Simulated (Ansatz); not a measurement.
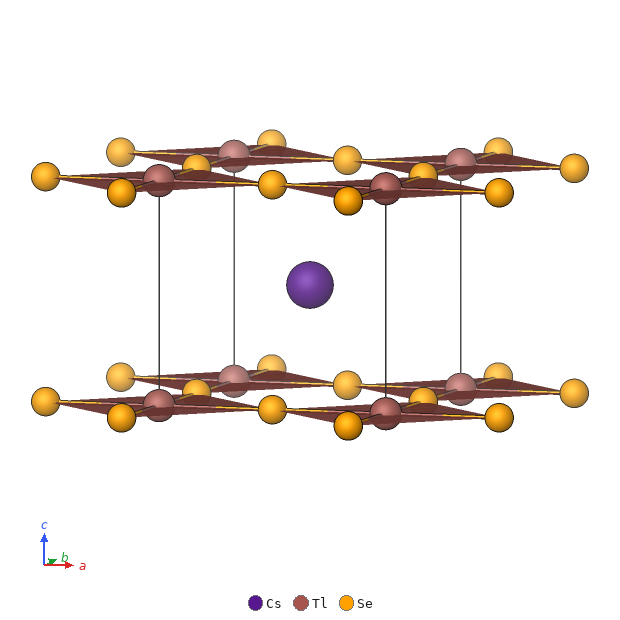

Polyhedra are drawn about Tl (bonds: Se–Tl below 3.1 Å); other atoms are plain spheres.

The compound is CsTlSe2 (space group P4/mmm, No. 123), taken as the geometry relaxed with Ansatz 0.2.0, DFT PBE, scalar-relativistic, plane waves, PAW; the starting structure was generated, so it need not be a known form of this composition.

Sharing among the drawn polyhedra:

```tsv
site	polyhedron	corner-sharing neighbours	edge-sharing	face-sharing	bond (Å)
Tl	TlSe4 square	4	0	0	2.79
```

They form layers of corner-sharing squares parallel to (001). Their corner atoms also have Cs as close neighbours (those links are not drawn).
